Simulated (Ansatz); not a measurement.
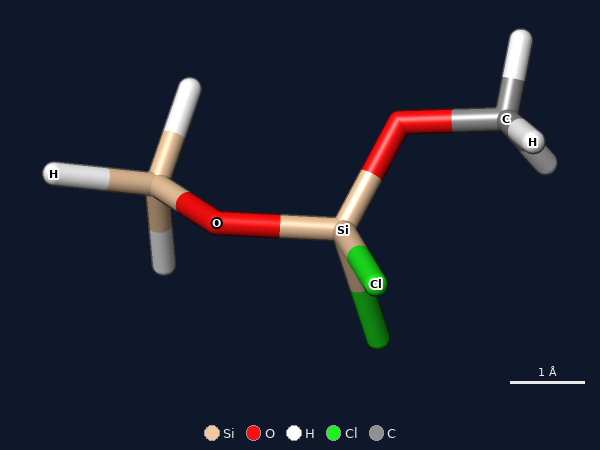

The starting structure (stick view, seen at a tilt). Bond lengths as drawn: Cl–Si 2.10 to 2.13 Å, C–H 1.10 to 1.17 Å, C–O 1.46 Å, H–Si 1.48 to 1.49 Å and O–Si 1.70 to 1.73 Å.

CH6Cl2O2Si2: molecular dynamics (part 1 of 2)

System: CH6Cl2O2Si2.
Method: RKS PBE/STO-3G (Ansatz 0.2.0).

It belongs to a series of runs on one base structure; here: dynamics from the last frame of an earlier run.

What the program printed:
```
Engine: ansatz 0.2.0, x86_64-unknown-linux-gnu
Functional definition: PBE
  parameter kappa = 0.804
  parameter beta = 0.06672455060314922
  exchange = pbe_x(kappa = kappa, mu = beta*pi^2/3)
  correlation = pbe_c(beta = beta)
774 factors; integrals over basis functions are off by at most 1.1e-5 eV
mean field evaluation 1: about -45476.5368 eV, gradient 4.2e1 eV
mean field evaluation 2: about -45463.3081 eV, gradient 8.3e1 eV
mean field evaluation 4: about -45483.0874 eV, gradient 6.2e0 eV
mean field evaluation 8: about -45483.1173 eV, gradient 2.2e-1 eV
mean field -45483.11747200 eV, -1671.4737375316 hartree, gradient 7.1e-5 eV, S^2 0.000000; 0 other end points of the search recorded, 0 dependent functions left out
the calculation of the forces begins
reference -45483.11750056 eV, -1671.4737385811 hartree; 45, 45 occupied and 12, 12 virtual orbitals, 774 factors
md step     0: t =     0.00 fs  T =   400.0 K  F+E_penalty+E_count = -45483.11747200 eV  E_kin = 0.568744 eV  conserved = -45482.54872800 eV  (24 SCF iters)
these checks for a lower state are left out or cut short: starts, cluster_reference, orbital_swaps, neighbouring_geometries, increment
774 factors; integrals over basis functions are off by at most 1.1e-5 eV
mean field evaluation 16: about -45483.2160 eV, gradient 3.5e-1 eV
mean field -45483.12927299 eV, -1671.4741712099 hartree, gradient 1.5e-5 eV, S^2 0.000000; 0 other end points of the search recorded, 0 dependent functions left out
the calculation of the forces begins
reference -45483.12930153 eV, -1671.4741722589 hartree; 45, 45 occupied and 12, 12 virtual orbitals, 774 factors
md step     1: t =     0.25 fs  T =   408.3 K  F+E_penalty+E_count = -45483.12927299 eV  E_kin = 0.580485 eV  conserved = -45482.54878814 eV  (22 SCF iters)
[... from here on the SCF iterations and repeated set-up lines of each step are left out, up to the last step ...]
md step     2: t =     0.50 fs  T =   415.5 K  F+E_penalty+E_count = -45483.13961764 eV  E_kin = 0.590766 eV  conserved = -45482.54885146 eV  (23 SCF iters)
md step     3: t =     0.75 fs  T =   421.0 K  F+E_penalty+E_count = -45483.14752250 eV  E_kin = 0.598610 eV  conserved = -45482.54891299 eV  (22 SCF iters)
md step     4: t =     1.00 fs  T =   424.1 K  F+E_penalty+E_count = -45483.15204388 eV  E_kin = 0.603077 eV  conserved = -45482.54896711 eV  (23 SCF iters)
md step     5: t =     1.25 fs  T =   424.3 K  F+E_penalty+E_count = -45483.15236931 eV  E_kin = 0.603362 eV  conserved = -45482.54900703 eV  (23 SCF iters)
md step     6: t =     1.50 fs  T =   421.2 K  F+E_penalty+E_count = -45483.14791754 eV  E_kin = 0.598891 eV  conserved = -45482.54902692 eV  (22 SCF iters)
md step     7: t =     1.75 fs  T =   414.5 K  F+E_penalty+E_count = -45483.13843121 eV  E_kin = 0.589409 eV  conserved = -45482.54902177 eV  (23 SCF iters)
md step     8: t =     2.00 fs  T =   404.4 K  F+E_penalty+E_count = -45483.12405215 eV  E_kin = 0.575063 eV  conserved = -45482.54898870 eV  (22 SCF iters)
md step     9: t =     2.25 fs  T =   391.3 K  F+E_penalty+E_count = -45483.10536189 eV  E_kin = 0.556434 eV  conserved = -45482.54892779 eV  (23 SCF iters)
md step    10: t =     2.50 fs  T =   375.9 K  F+E_penalty+E_count = -45483.08337304 eV  E_kin = 0.534530 eV  conserved = -45482.54884323 eV  (22 SCF iters)
md step    11: t =     2.75 fs  T =   359.2 K  F+E_penalty+E_count = -45483.05945990 eV  E_kin = 0.510717 eV  conserved = -45482.54874324 eV  (22 SCF iters)
md step    12: t =     3.00 fs  T =   342.2 K  F+E_penalty+E_count = -45483.03522747 eV  E_kin = 0.486588 eV  conserved = -45482.54863957 eV  (23 SCF iters)
md step    13: t =     3.25 fs  T =   326.2 K  F+E_penalty+E_count = -45483.01232875 eV  E_kin = 0.463783 eV  conserved = -45482.54854552 eV  (22 SCF iters)
md step    14: t =     3.50 fs  T =   312.1 K  F+E_penalty+E_count = -45482.99225649 eV  E_kin = 0.443783 eV  conserved = -45482.54847398 eV  (23 SCF iters)
md step    15: t =     3.75 fs  T =   300.8 K  F+E_penalty+E_count = -45482.97614364 eV  E_kin = 0.427709 eV  conserved = -45482.54843492 eV  (23 SCF iters)
md step    16: t =     4.00 fs  T =   292.7 K  F+E_penalty+E_count = -45482.96461068 eV  E_kin = 0.416178 eV  conserved = -45482.54843310 eV  (22 SCF iters)
md step    17: t =     4.25 fs  T =   287.8 K  F+E_penalty+E_count = -45482.95769155 eV  E_kin = 0.409224 eV  conserved = -45482.54846726 eV  (21 SCF iters)
md step    18: t =     4.50 fs  T =   285.8 K  F+E_penalty+E_count = -45482.95485254 eV  E_kin = 0.406322 eV  conserved = -45482.54853049 eV  (20 SCF iters)
md step    19: t =     4.75 fs  T =   285.9 K  F+E_penalty+E_count = -45482.95509790 eV  E_kin = 0.406486 eV  conserved = -45482.54861189 eV  (22 SCF iters)
md step    20: t =     5.00 fs  T =   287.3 K  F+E_penalty+E_count = -45482.95713762 eV  E_kin = 0.408439 eV  conserved = -45482.54869891 eV  (22 SCF iters)
md step    21: t =     5.25 fs  T =   288.9 K  F+E_penalty+E_count = -45482.95958216 eV  E_kin = 0.410803 eV  conserved = -45482.54877964 eV  (26 SCF iters)
md step    22: t =     5.50 fs  T =   290.0 K  F+E_penalty+E_count = -45482.96112827 eV  E_kin = 0.412284 eV  conserved = -45482.54884473 eV  (22 SCF iters)
md step    23: t =     5.75 fs  T =   289.6 K  F+E_penalty+E_count = -45482.96070803 eV  E_kin = 0.411820 eV  conserved = -45482.54888826 eV  (22 SCF iters)
md step    24: t =     6.00 fs  T =   287.4 K  F+E_penalty+E_count = -45482.95758557 eV  E_kin = 0.408678 eV  conserved = -45482.54890750 eV  (22 SCF iters)
md step    25: t =     6.25 fs  T =   283.1 K  F+E_penalty+E_count = -45482.95140091 eV  E_kin = 0.402497 eV  conserved = -45482.54890366 eV  (22 SCF iters)
md step    26: t =     6.50 fs  T =   276.6 K  F+E_penalty+E_count = -45482.94216394 eV  E_kin = 0.393284 eV  conserved = -45482.54888017 eV  (22 SCF iters)
md step    27: t =     6.75 fs  T =   268.2 K  F+E_penalty+E_count = -45482.93021141 eV  E_kin = 0.381372 eV  conserved = -45482.54883949 eV  (22 SCF iters)
md step    28: t =     7.00 fs  T =   258.4 K  F+E_penalty+E_count = -45482.91614862 eV  E_kin = 0.367362 eV  conserved = -45482.54878710 eV  (22 SCF iters)
md step    29: t =     7.25 fs  T =   247.6 K  F+E_penalty+E_count = -45482.90077289 eV  E_kin = 0.352045 eV  conserved = -45482.54872814 eV  (22 SCF iters)
md step    30: t =     7.50 fs  T =   236.5 K  F+E_penalty+E_count = -45482.88499693 eV  E_kin = 0.336331 eV  conserved = -45482.54866605 eV  (22 SCF iters)
md step    31: t =     7.75 fs  T =   225.9 K  F+E_penalty+E_count = -45482.86978142 eV  E_kin = 0.321175 eV  conserved = -45482.54860672 eV  (22 SCF iters)
md step    32: t =     8.00 fs  T =   216.3 K  F+E_penalty+E_count = -45482.85606403 eV  E_kin = 0.307512 eV  conserved = -45482.54855227 eV  (21 SCF iters)
md step    33: t =     8.25 fs  T =   208.3 K  F+E_penalty+E_count = -45482.84470742 eV  E_kin = 0.296201 eV  conserved = -45482.54850592 eV  (21 SCF iters)
md step    34: t =     8.50 fs  T =   202.5 K  F+E_penalty+E_count = -45482.83644889 eV  E_kin = 0.287979 eV  conserved = -45482.54847002 eV  (21 SCF iters)
md step    35: t =     8.75 fs  T =   199.3 K  F+E_penalty+E_count = -45482.83186027 eV  E_kin = 0.283414 eV  conserved = -45482.54844630 eV  (22 SCF iters)
md step    36: t =     9.00 fs  T =   199.0 K  F+E_penalty+E_count = -45482.83131643 eV  E_kin = 0.282880 eV  conserved = -45482.54843669 eV  (22 SCF iters)
md step    37: t =     9.25 fs  T =   201.5 K  F+E_penalty+E_count = -45482.83496915 eV  E_kin = 0.286528 eV  conserved = -45482.54844105 eV  (22 SCF iters)
md step    38: t =     9.50 fs  T =   207.0 K  F+E_penalty+E_count = -45482.84273617 eV  E_kin = 0.294275 eV  conserved = -45482.54846114 eV  (22 SCF iters)
md step    39: t =     9.75 fs  T =   215.1 K  F+E_penalty+E_count = -45482.85429199 eV  E_kin = 0.305796 eV  conserved = -45482.54849590 eV  (22 SCF iters)
md step    40: t =    10.00 fs  T =   225.4 K  F+E_penalty+E_count = -45482.86907786 eV  E_kin = 0.320534 eV  conserved = -45482.54854401 eV  (22 SCF iters)
md step    41: t =    10.25 fs  T =   237.5 K  F+E_penalty+E_count = -45482.88632184 eV  E_kin = 0.337719 eV  conserved = -45482.54860325 eV  (22 SCF iters)
md step    42: t =    10.50 fs  T =   250.7 K  F+E_penalty+E_count = -45482.90507498 eV  E_kin = 0.356404 eV  conserved = -45482.54867109 eV  (22 SCF iters)
md step    43: t =    10.75 fs  T =   264.1 K  F+E_penalty+E_count = -45482.92426081 eV  E_kin = 0.375518 eV  conserved = -45482.54874306 eV  (22 SCF iters)
md step    44: t =    11.00 fs  T =   277.1 K  F+E_penalty+E_count = -45482.94274263 eV  E_kin = 0.393929 eV  conserved = -45482.54881360 eV  (22 SCF iters)
md step    45: t =    11.25 fs  T =   288.7 K  F+E_penalty+E_count = -45482.95940631 eV  E_kin = 0.410528 eV  conserved = -45482.54887834 eV  (26 SCF iters)
md step    46: t =    11.50 fs  T =   298.4 K  F+E_penalty+E_count = -45482.97324744 eV  E_kin = 0.424317 eV  conserved = -45482.54893026 eV  (22 SCF iters)
md step    47: t =    11.75 fs  T =   305.6 K  F+E_penalty+E_count = -45482.98347093 eV  E_kin = 0.434507 eV  conserved = -45482.54896348 eV  (22 SCF iters)
md step    48: t =    12.00 fs  T =   309.9 K  F+E_penalty+E_count = -45482.98958225 eV  E_kin = 0.440609 eV  conserved = -45482.54897299 eV  (22 SCF iters)
md step    49: t =    12.25 fs  T =   311.2 K  F+E_penalty+E_count = -45482.99146379 eV  E_kin = 0.442508 eV  conserved = -45482.54895573 eV  (22 SCF iters)
md step    50: t =    12.50 fs  T =   309.8 K  F+E_penalty+E_count = -45482.98942031 eV  E_kin = 0.440509 eV  conserved = -45482.54891125 eV  (22 SCF iters)
md step    51: t =    12.75 fs  T =   306.2 K  F+E_penalty+E_count = -45482.98418009 eV  E_kin = 0.435337 eV  conserved = -45482.54884305 eV  (22 SCF iters)
md step    52: t =    13.00 fs  T =   301.1 K  F+E_penalty+E_count = -45482.97683856 eV  E_kin = 0.428080 eV  conserved = -45482.54875834 eV  (21 SCF iters)
md step    53: t =    13.25 fs  T =   295.4 K  F+E_penalty+E_count = -45482.96874239 eV  E_kin = 0.420075 eV  conserved = -45482.54866779 eV  (22 SCF iters)
md step    54: t =    13.50 fs  T =   290.3 K  F+E_penalty+E_count = -45482.96132169 eV  E_kin = 0.412737 eV  conserved = -45482.54858419 eV  (22 SCF iters)
md step    55: t =    13.75 fs  T =   286.5 K  F+E_penalty+E_count = -45482.95589239 eV  E_kin = 0.407372 eV  conserved = -45482.54852008 eV  (22 SCF iters)
md step    56: t =    14.00 fs  T =   284.8 K  F+E_penalty+E_count = -45482.95346273 eV  E_kin = 0.404978 eV  conserved = -45482.54848523 eV  (22 SCF iters)
md step    57: t =    14.25 fs  T =   285.6 K  F+E_penalty+E_count = -45482.95458156 eV  E_kin = 0.406097 eV  conserved = -45482.54848421 eV  (22 SCF iters)
md step    58: t =    14.50 fs  T =   288.9 K  F+E_penalty+E_count = -45482.95926279 eV  E_kin = 0.410746 eV  conserved = -45482.54851728 eV  (22 SCF iters)
md step    59: t =    14.75 fs  T =   294.3 K  F+E_penalty+E_count = -45482.96699487 eV  E_kin = 0.418418 eV  conserved = -45482.54857734 eV  (22 SCF iters)
md step    60: t =    15.00 fs  T =   301.1 K  F+E_penalty+E_count = -45482.97684217 eV  E_kin = 0.428188 eV  conserved = -45482.54865429 eV  (22 SCF iters)
md step    61: t =    15.25 fs  T =   308.7 K  F+E_penalty+E_count = -45482.98760294 eV  E_kin = 0.438868 eV  conserved = -45482.54873507 eV  (22 SCF iters)
md step    62: t =    15.50 fs  T =   315.9 K  F+E_penalty+E_count = -45482.99799883 eV  E_kin = 0.449190 eV  conserved = -45482.54880901 eV  (22 SCF iters)
md step    63: t =    15.75 fs  T =   322.1 K  F+E_penalty+E_count = -45483.00684846 eV  E_kin = 0.457982 eV  conserved = -45482.54886677 eV  (22 SCF iters)
md step    64: t =    16.00 fs  T =   326.5 K  F+E_penalty+E_count = -45483.01320759 eV  E_kin = 0.464304 eV  conserved = -45482.54890373 eV  (22 SCF iters)
md step    65: t =    16.25 fs  T =   328.8 K  F+E_penalty+E_count = -45483.01645164 eV  E_kin = 0.467533 eV  conserved = -45482.54891849 eV  (21 SCF iters)
md step    66: t =    16.50 fs  T =   328.7 K  F+E_penalty+E_count = -45483.01630437 eV  E_kin = 0.467392 eV  conserved = -45482.54891195 eV  (22 SCF iters)
md step    67: t =    16.75 fs  T =   326.3 K  F+E_penalty+E_count = -45483.01282167 eV  E_kin = 0.463934 eV  conserved = -45482.54888788 eV  (22 SCF iters)
md step    68: t =    17.00 fs  T =   321.8 K  F+E_penalty+E_count = -45483.00634030 eV  E_kin = 0.457490 eV  conserved = -45482.54885072 eV  (22 SCF iters)
md step    69: t =    17.25 fs  T =   315.5 K  F+E_penalty+E_count = -45482.99741034 eV  E_kin = 0.448605 eV  conserved = -45482.54880504 eV  (27 SCF iters)
md step    70: t =    17.50 fs  T =   308.0 K  F+E_penalty+E_count = -45482.98672316 eV  E_kin = 0.437968 eV  conserved = -45482.54875561 eV  (22 SCF iters)
md step    71: t =    17.75 fs  T =   299.8 K  F+E_penalty+E_count = -45482.97504151 eV  E_kin = 0.426336 eV  conserved = -45482.54870595 eV  (22 SCF iters)
md step    72: t =    18.00 fs  T =   291.5 K  F+E_penalty+E_count = -45482.96314059 eV  E_kin = 0.414482 eV  conserved = -45482.54865906 eV  (22 SCF iters)
md step    73: t =    18.25 fs  T =   283.5 K  F+E_penalty+E_count = -45482.95175870 eV  E_kin = 0.403142 eV  conserved = -45482.54861717 eV  (22 SCF iters)
md step    74: t =    18.50 fs  T =   276.4 K  F+E_penalty+E_count = -45482.94155867 eV  E_kin = 0.392977 eV  conserved = -45482.54858213 eV  (22 SCF iters)
md step    75: t =    18.75 fs  T =   270.5 K  F+E_penalty+E_count = -45482.93309747 eV  E_kin = 0.384542 eV  conserved = -45482.54855526 eV  (22 SCF iters)
md step    76: t =    19.00 fs  T =   266.0 K  F+E_penalty+E_count = -45482.92680312 eV  E_kin = 0.378265 eV  conserved = -45482.54853763 eV  (22 SCF iters)
md step    77: t =    19.25 fs  T =   263.3 K  F+E_penalty+E_count = -45482.92295662 eV  E_kin = 0.374427 eV  conserved = -45482.54852997 eV  (22 SCF iters)
md step    78: t =    19.50 fs  T =   262.4 K  F+E_penalty+E_count = -45482.92167906 eV  E_kin = 0.373146 eV  conserved = -45482.54853310 eV  (22 SCF iters)
md step    79: t =    19.75 fs  T =   263.3 K  F+E_penalty+E_count = -45482.92292293 eV  E_kin = 0.374375 eV  conserved = -45482.54854784 eV  (22 SCF iters)
md step    80: t =    20.00 fs  T =   265.8 K  F+E_penalty+E_count = -45482.92646658 eV  E_kin = 0.377894 eV  conserved = -45482.54857218 eV  (22 SCF iters)
md step    81: t =    20.25 fs  T =   269.6 K  F+E_penalty+E_count = -45482.93192391 eV  E_kin = 0.383318 eV  conserved = -45482.54860637 eV  (22 SCF iters)
md step    82: t =    20.50 fs  T =   274.4 K  F+E_penalty+E_count = -45482.93875472 eV  E_kin = 0.390106 eV  conserved = -45482.54864896 eV  (22 SCF iters)
md step    83: t =    20.75 fs  T =   279.6 K  F+E_penalty+E_count = -45482.94629320 eV  E_kin = 0.397594 eV  conserved = -45482.54869901 eV  (22 SCF iters)
md step    84: t =    21.00 fs  T =   284.9 K  F+E_penalty+E_count = -45482.95378241 eV  E_kin = 0.405032 eV  conserved = -45482.54875023 eV  (22 SCF iters)
md step    85: t =    21.25 fs  T =   289.5 K  F+E_penalty+E_count = -45482.96043917 eV  E_kin = 0.411639 eV  conserved = -45482.54880022 eV  (22 SCF iters)
md step    86: t =    21.50 fs  T =   293.0 K  F+E_penalty+E_count = -45482.96551646 eV  E_kin = 0.416674 eV  conserved = -45482.54884262 eV  (22 SCF iters)
md step    87: t =    21.75 fs  T =   295.0 K  F+E_penalty+E_count = -45482.96839077 eV  E_kin = 0.419518 eV  conserved = -45482.54887244 eV  (22 SCF iters)
md step    88: t =    22.00 fs  T =   295.2 K  F+E_penalty+E_count = -45482.96864733 eV  E_kin = 0.419763 eV  conserved = -45482.54888416 eV  (22 SCF iters)
md step    89: t =    22.25 fs  T =   293.5 K  F+E_penalty+E_count = -45482.96616329 eV  E_kin = 0.417290 eV  conserved = -45482.54887352 eV  (22 SCF iters)
md step    90: t =    22.50 fs  T =   290.0 K  F+E_penalty+E_count = -45482.96117013 eV  E_kin = 0.412332 eV  conserved = -45482.54883849 eV  (22 SCF iters)
md step    91: t =    22.75 fs  T =   285.2 K  F+E_penalty+E_count = -45482.95427959 eV  E_kin = 0.405499 eV  conserved = -45482.54878039 eV  (22 SCF iters)
md step    92: t =    23.00 fs  T =   279.7 K  F+E_penalty+E_count = -45482.94645736 eV  E_kin = 0.397753 eV  conserved = -45482.54870456 eV  (22 SCF iters)
md step    93: t =    23.25 fs  T =   274.5 K  F+E_penalty+E_count = -45482.93893507 eV  E_kin = 0.390315 eV  conserved = -45482.54862030 eV  (22 SCF iters)
md step    94: t =    23.50 fs  T =   270.4 K  F+E_penalty+E_count = -45482.93306235 eV  E_kin = 0.384522 eV  conserved = -45482.54853992 eV  (26 SCF iters)
md step    95: t =    23.75 fs  T =   268.4 K  F+E_penalty+E_count = -45482.93011512 eV  E_kin = 0.381639 eV  conserved = -45482.54847653 eV  (22 SCF iters)
md step    96: t =    24.00 fs  T =   269.1 K  F+E_penalty+E_count = -45482.93109202 eV  E_kin = 0.382650 eV  conserved = -45482.54844169 eV  (22 SCF iters)
md step    97: t =    24.25 fs  T =   272.9 K  F+E_penalty+E_count = -45482.93653810 eV  E_kin = 0.388096 eV  conserved = -45482.54844251 eV  (22 SCF iters)
md step    98: t =    24.50 fs  T =   279.9 K  F+E_penalty+E_count = -45482.94643588 eV  E_kin = 0.397956 eV  conserved = -45482.54848021 eV  (22 SCF iters)
md step    99: t =    24.75 fs  T =   289.5 K  F+E_penalty+E_count = -45482.96018836 eV  E_kin = 0.411639 eV  conserved = -45482.54854931 eV  (22 SCF iters)
md step   100: t =    25.00 fs  T =   301.1 K  F+E_penalty+E_count = -45482.97670122 eV  E_kin = 0.428061 eV  conserved = -45482.54864019 eV  (21 SCF iters)
md step   101: t =    25.25 fs  T =   313.5 K  F+E_penalty+E_count = -45482.99453985 eV  E_kin = 0.445801 eV  conserved = -45482.54873861 eV  (22 SCF iters)
md step   102: t =    25.50 fs  T =   325.8 K  F+E_penalty+E_count = -45483.01213646 eV  E_kin = 0.463305 eV  conserved = -45482.54883182 eV  (22 SCF iters)
md step   103: t =    25.75 fs  T =   336.9 K  F+E_penalty+E_count = -45483.02799481 eV  E_kin = 0.479086 eV  conserved = -45482.54890891 eV  (22 SCF iters)
md step   104: t =    26.00 fs  T =   346.0 K  F+E_penalty+E_count = -45483.04086419 eV  E_kin = 0.491902 eV  conserved = -45482.54896217 eV  (22 SCF iters)
md step   105: t =    26.25 fs  T =   352.3 K  F+E_penalty+E_count = -45483.04985923 eV  E_kin = 0.500871 eV  conserved = -45482.54898840 eV  (23 SCF iters)
md step   106: t =    26.50 fs  T =   355.5 K  F+E_penalty+E_count = -45483.05451578 eV  E_kin = 0.505528 eV  conserved = -45482.54898803 eV  (23 SCF iters)
md step   107: t =    26.75 fs  T =   355.7 K  F+E_penalty+E_count = -45483.05478945 eV  E_kin = 0.505826 eV  conserved = -45482.54896379 eV  (23 SCF iters)
md step   108: t =    27.00 fs  T =   353.1 K  F+E_penalty+E_count = -45483.05101249 eV  E_kin = 0.502090 eV  conserved = -45482.54892201 eV  (22 SCF iters)
md step   109: t =    27.25 fs  T =   348.1 K  F+E_penalty+E_count = -45483.04381481 eV  E_kin = 0.494948 eV  conserved = -45482.54886662 eV  (23 SCF iters)
md step   110: t =    27.50 fs  T =   341.3 K  F+E_penalty+E_count = -45483.03404194 eV  E_kin = 0.485238 eV  conserved = -45482.54880437 eV  (23 SCF iters)
md step   111: t =    27.75 fs  T =   333.3 K  F+E_penalty+E_count = -45483.02266061 eV  E_kin = 0.473920 eV  conserved = -45482.54874044 eV  (23 SCF iters)
md step   112: t =    28.00 fs  T =   324.9 K  F+E_penalty+E_count = -45483.01067493 eV  E_kin = 0.461996 eV  conserved = -45482.54867932 eV  (23 SCF iters)
md step   113: t =    28.25 fs  T =   316.8 K  F+E_penalty+E_count = -45482.99905106 eV  E_kin = 0.450426 eV  conserved = -45482.54862494 eV  (23 SCF iters)
md step   114: t =    28.50 fs  T =   309.5 K  F+E_penalty+E_count = -45482.98865445 eV  E_kin = 0.440073 eV  conserved = -45482.54858133 eV  (23 SCF iters)
md step   115: t =    28.75 fs  T =   303.6 K  F+E_penalty+E_count = -45482.98019504 eV  E_kin = 0.431646 eV  conserved = -45482.54854895 eV  (23 SCF iters)
md step   116: t =    29.00 fs  T =   299.4 K  F+E_penalty+E_count = -45482.97419426 eV  E_kin = 0.425664 eV  conserved = -45482.54853030 eV  (23 SCF iters)
md step   117: t =    29.25 fs  T =   297.1 K  F+E_penalty+E_count = -45482.97095509 eV  E_kin = 0.422429 eV  conserved = -45482.54852619 eV  (22 SCF iters)
md step   118: t =    29.50 fs  T =   296.8 K  F+E_penalty+E_count = -45482.97054861 eV  E_kin = 0.422012 eV  conserved = -45482.54853679 eV  (26 SCF iters)
md step   119: t =    29.75 fs  T =   298.4 K  F+E_penalty+E_count = -45482.97281123 eV  E_kin = 0.424250 eV  conserved = -45482.54856157 eV  (22 SCF iters)
md step   120: t =    30.00 fs  T =   301.5 K  F+E_penalty+E_count = -45482.97735339 eV  E_kin = 0.428754 eV  conserved = -45482.54859934 eV  (22 SCF iters)
md step   121: t =    30.25 fs  T =   305.9 K  F+E_penalty+E_count = -45482.98357945 eV  E_kin = 0.434931 eV  conserved = -45482.54864826 eV  (22 SCF iters)
md step   122: t =    30.50 fs  T =   310.9 K  F+E_penalty+E_count = -45482.99071863 eV  E_kin = 0.442013 eV  conserved = -45482.54870578 eV  (22 SCF iters)
md step   123: t =    30.75 fs  T =   315.9 K  F+E_penalty+E_count = -45482.99786682 eV  E_kin = 0.449098 eV  conserved = -45482.54876875 eV  (22 SCF iters)
md step   124: t =    31.00 fs  T =   320.1 K  F+E_penalty+E_count = -45483.00403913 eV  E_kin = 0.455206 eV  conserved = -45482.54883340 eV  (22 SCF iters)
md step   125: t =    31.25 fs  T =   323.1 K  F+E_penalty+E_count = -45483.00823259 eV  E_kin = 0.459337 eV  conserved = -45482.54889513 eV  (22 SCF iters)
md step   126: t =    31.50 fs  T =   323.9 K  F+E_penalty+E_count = -45483.00949951 eV  E_kin = 0.460550 eV  conserved = -45482.54894914 eV  (22 SCF iters)
```
